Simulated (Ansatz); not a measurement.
# InNH$_{2}$F$_{2}$: frequency calculation

System: InNH$_{2}$F$_{2}$.
Method: PBE/def2-SVP, RKS, core potentials def2-SVP (Ansatz 0.2.0).

The geometry was optimised with PBE/def2-SVP. Figures and captions count atoms from 1; the log counts them from 0 in places.

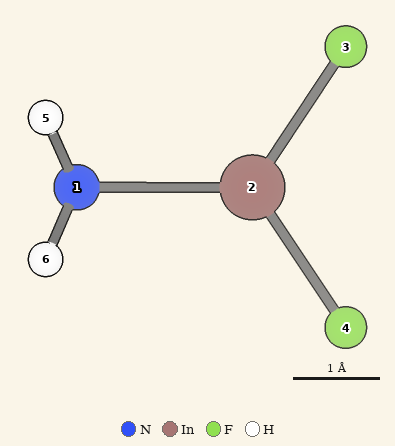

The input geometry (ball-and-stick view, seen on its broad side; atoms are numbered from 1 in the order of the input). Sticks mark near contacts. Bond lengths as drawn: F–In 1.97 Å, H–N 1.03 Å and In–N 2.05 Å.

### Key numbers

```tsv
quantity	value
outcome	converged
total energy	−445.366465 hartree
basis functions	78
largest force	0.000 eV/Å
zero-point energy	0.027631 hartree
dipole moment	3.77 D
wavenumbers, lowest and highest	96 and 3506 cm⁻¹
hardware	1 thread of AMD EPYC (Zen 5), 16 GiB of memory available, shared host
wall time	16 s
peak memory	0.12 GiB
```

### Input file
```yaml
basis:
  gaussian:
    orbitals: def2-SVP
crystal:
  periodic: [false, false, false]
  atoms:
    - {symbol: "N", position_ang: [-0.239871, 1.198141, -0.332843]}
    - {symbol: In, position_ang: [0.267299, -0.754138, 0.039711]}
    - {symbol: F, position_ang: [1.898393, -1.284890, 1.013015]}
    - {symbol: F, position_ang: [-0.645119, -2.290634, -0.794649]}
    - {symbol: H, position_ang: [0.022783, 1.787644, 0.470638]}
    - {symbol: H, position_ang: [-1.261386, 1.279877, -0.441973]}
hamiltonian:
  xc: pbe
phonons:
  temperatures:
    t_min: 298.15
    t_max: 298.15
    t_step: 1
```

Launched with:
```bash
ansatz run molecule.yaml --threads 1 --pin off --max-ram 3480MiB --events-out events.jsonl --progress --plain --runs-dir runs
```

### The program's output
```
Functional definition: PBE
  name "PBE"
  parameter kappa = 0.804
  parameter beta = 0.06672455060314922
  exchange = pbe_x(kappa = kappa, mu = beta*pi^2/3)
  correlation = pbe_c(beta = beta)
900 factors; their error is unknown
mean field evaluation 1: about -12105.3813 eV, gradient 8.3e1 eV
mean field evaluation 2: about -12029.1923 eV, gradient 1.8e2 eV
mean field evaluation 4: about -12115.6844 eV, gradient 3.8e1 eV
mean field evaluation 8: about -12119.0759 eV, gradient 1.1e-1 eV
mean field evaluation 16: about -12119.0388 eV, gradient 8.8e-5 eV
mean field -12119.03884813 eV, -445.3664630891 hartree, gradient 3.7e-5 eV, S^2 0.000000; 0 other end points of the search recorded, 0 dependent functions left out
the calculation of the forces begins
reference -12119.03889900 eV, -445.3664649588 hartree; 24, 24 occupied and 54, 54 virtual orbitals, 900 factors
these checks for a lower state are left out or cut short: stability, starts, cluster_reference, orbital_swaps, neighbouring_geometries, increment
900 factors; their error is unknown
mean field -12119.03870062 eV, -445.3664576684 hartree, gradient 1.5e-6 eV, S^2 0.000000; 0 other end points of the search recorded, 0 dependent functions left out
[... from here on the field's lines of each further geometry are left out, up to the last ...]
the calculation of the forces begins
reference -12119.03889016 eV, -445.3664646336 hartree; 24, 24 occupied and 54, 54 virtual orbitals, 900 factors
these checks for a lower state are left out or cut short: stability, starts, cluster_reference, orbital_swaps, neighbouring_geometries, increment
900 factors; their error is unknown
mean field -12119.03883944 eV, -445.3664627700 hartree, gradient 1.1e-6 eV, S^2 0.000000; 0 other end points of the search recorded, 0 dependent functions left out
the calculation of the forces begins
reference -12119.03889032 eV, -445.3664646395 hartree; 24, 24 occupied and 54, 54 virtual orbitals, 900 factors
Total energy: -12119.03889900 eV, -445.3664649588 hartree
Atom 0 at    -0.239871     1.198141    -0.332843 Å, force    -0.000021    -0.000055     0.000012 eV/Å
Atom 1 at     0.267299    -0.754138     0.039711 Å, force     0.000058     0.000081    -0.000088 eV/Å
Atom 2 at     1.898393    -1.284890     1.013015 Å, force    -0.000021     0.000006     0.000030 eV/Å
Atom 3 at    -0.645119    -2.290634    -0.794649 Å, force    -0.000031     0.000011     0.000028 eV/Å
Atom 4 at     0.022783     1.787644     0.470638 Å, force     0.000072    -0.000006     0.000063 eV/Å
Atom 5 at    -1.261386     1.279877    -0.441973 Å, force    -0.000058    -0.000035    -0.000046 eV/Å
Dipole moment:    -0.378249     0.669458     0.159754 e Å
Vibrations: 95.73 125.79 135.34 219.20 499.94 588.06 597.29 643.99 840.45 1477.12 3400.24 3505.50 cm⁻¹, zero-point energy 0.751880 eV
```

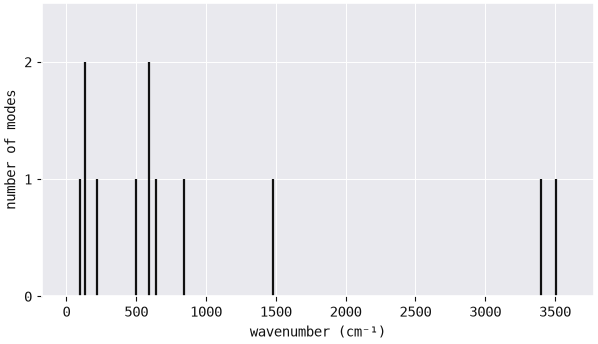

Harmonic vibrational wavenumbers from the force constants; neighbouring modes closer than 15 cm⁻¹ are counted in one stick. 12 modes from 96 to 3506 cm⁻¹, none imaginary.

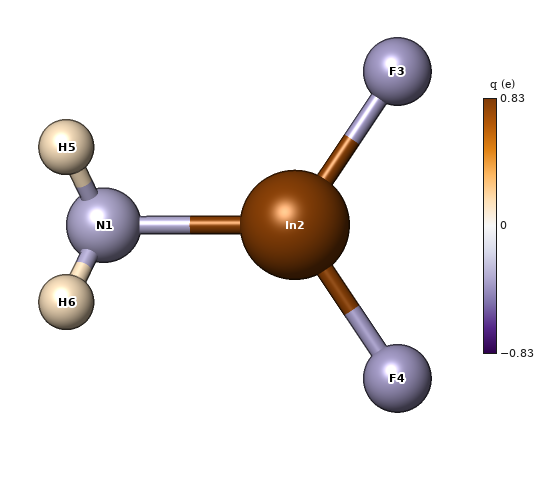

Mulliken charges, as the colour of each atom (ball-and-stick view, seen on its broad side; atoms are numbered from 1 in the order of the input; Mulliken charges depend strongly on the basis). By element: N −0.33, In +0.79, F −0.37 and H +0.14 e.
